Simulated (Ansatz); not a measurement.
Process, species as SMILES: ClF (F-Cl) → Cl atom + F atom
B3LYP-D3(BJ)/def2-TZVP geometries, fixed; electronic energies without zero-point terms.

Basis-set convergence of the atomisation energy at PBE0 with Ansatz (a first-principles code). All functions are spherical. The program fits the integrals of some runs and decomposes those of others, by size. Open shells are unrestricted. No added dispersion term, no relativity. Functions are those of the species that has most. Reference: the value in aug-cc-pV(5+d)Z, 61.25 kcal/mol, itself unsure by roughly 0.08 kcal/mol (its mean distance from pcseg-4, aug-pcseg-3, aug-cc-pV(Q+d)Z). Deviations are taken from unrounded values.

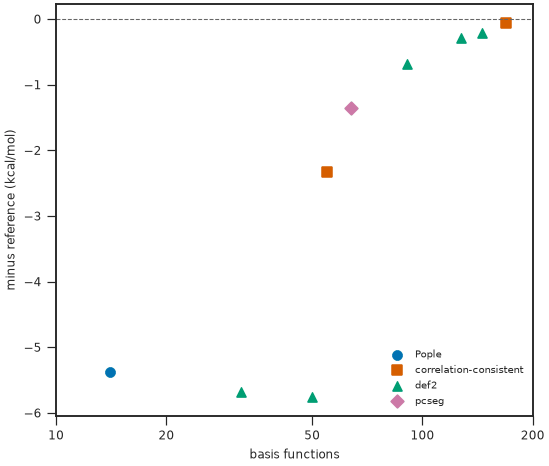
Deviation from the reference against the number of basis functions, by family of sets.

```json
[
 {"basis": "STO-3G", "functions": "14", "atomisation energy (kcal/mol)": "55.88", "minus reference (kcal/mol)": "-5.37"},
 {"basis": "def2-SVP", "functions": "32", "atomisation energy (kcal/mol)": "55.57", "minus reference (kcal/mol)": "-5.68"},
 {"basis": "def2-SVPD", "functions": "50", "atomisation energy (kcal/mol)": "55.49", "minus reference (kcal/mol)": "-5.76"},
 {"basis": "aug-cc-pV(D+d)Z", "functions": "55", "atomisation energy (kcal/mol)": "58.92", "minus reference (kcal/mol)": "-2.33"},
 {"basis": "pcseg-2", "functions": "64", "atomisation energy (kcal/mol)": "59.89", "minus reference (kcal/mol)": "-1.36"},
 {"basis": "def2-TZVPPD", "functions": "91", "atomisation energy (kcal/mol)": "60.57", "minus reference (kcal/mol)": "-0.68"},
 {"basis": "def2-QZVPP", "functions": "127", "atomisation energy (kcal/mol)": "60.96", "minus reference (kcal/mol)": "-0.30"},
 {"basis": "def2-QZVPPD", "functions": "145", "atomisation energy (kcal/mol)": "61.03", "minus reference (kcal/mol)": "-0.22"},
 {"basis": "aug-cc-pV(Q+d)Z", "functions": "169", "atomisation energy (kcal/mol)": "61.19", "minus reference (kcal/mol)": "-0.06"}
]
```
